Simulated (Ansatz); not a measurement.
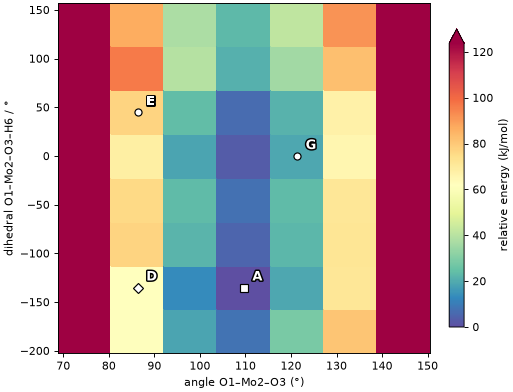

FHMoO2S, SMILES [O]=[Mo]([OH])([F])=[S]. 
- The first coordinate is: angle O1–Mo2–O3; the second: dihedral O1–Mo2–O3–H6.
- Nothing is relaxed (all other coordinates rigid).
- The grid has 7 × 8 points.
- Points are written as (first, second).
- Energies: kJ/mol, counted from the lowest grid point.
- Method: RKS PBE0-D4/def2-TZVP (Ansatz).

Drawn: one coloured cell a grid point, one colour for all values above the top of the scale, lettered points.

Q: What kind of point is each of A, D, E: minimum, saddle, maximum or slope?

A: A: minimum; D: on a slope; E: on a slope. (In these two coordinates alone; a stationary point may lie a little off the grid point.)

Q: Rank the lettered points by energy, lowest first.

A: A (0 kJ/mol), G (19 kJ/mol), D (62 kJ/mol), E (77 kJ/mol).
